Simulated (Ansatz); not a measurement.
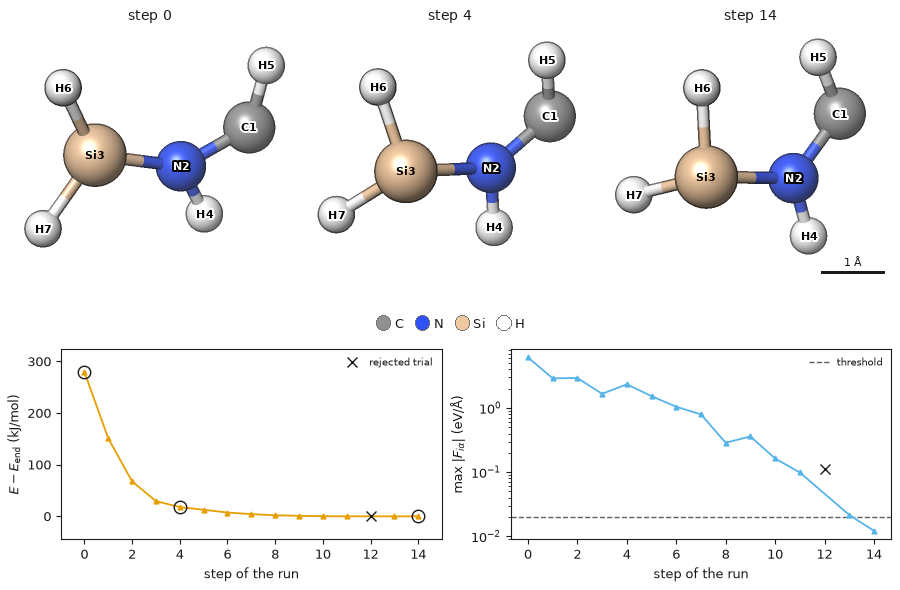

Frames of a relaxation of CH$_{4}$NSi (multiplicity 2), marked on the history of the run. A ball-and-stick model, seen at a tilt.

The run prepares an end point of a later path (hydrogen shift) calculation, from a guessed geometry.

The calculation used UKS PBE0-D4/STO-3G (Ansatz 0.2.0). Set-up: collinear spin; force threshold 0.02 eV/Å; at most 50 steps.

### What happens along the run?

After 13 accepted moves (14 points after the start) the energy has fallen by 279.9 kJ/mol. Largest force component: 6.1 eV/Å at the start, 0.012 eV/Å at the end. The line search rejected the trial step at point 12 of the run. The largest move after the best rigid fit is that of H5, 0.80 Å. By element the largest moves are H 0.80 Å, Si 0.51 Å, C 0.28 Å, N 0.28 Å. Among the contacts that change: N2–Si3 1.642 → 1.815 Å, C1–H5 1.083 → 1.136 Å, C1–N2 1.298 → 1.344 Å, Si3–H7 1.446 → 1.461 Å. Among the angles between lasting bonds that change: N2–Si3–H6 133.0° → 100.3°, C1–N2–H4 84.5° → 114.4°, N2–C1–H5 124.7° → 105.6°. The run took 23 s on 1 thread of Arm Neoverse V2, on a shared host, peak memory 0.12 GiB. From step 0 to 4: Si3 moves most (0.46 Å), energy −261.9 kJ/mol. From step 4 to 14: H5 moves most (0.46 Å), energy −18.0 kJ/mol.

```csv
step,"E − E(0), kJ/mol","largest force component, eV/Å",note
0,0.00,6.1311,
1,-128.82,2.8984,
2,-212.17,2.9298,
3,-250.36,1.6608,
4,-261.88,2.3354,
5,-267.16,1.5293,
6,-272.47,1.0445,
7,-275.57,0.7937,
8,-277.79,0.2875,
9,-278.88,0.3603,
10,-279.60,0.1634,
11,-279.78,0.0989,
12,-279.78,0.1134,rejected
13,-279.87,0.0216,
14,-279.87,0.0122,
```

Limits of the set-up: STO-3G is a minimal basis, so the numbers are rough.
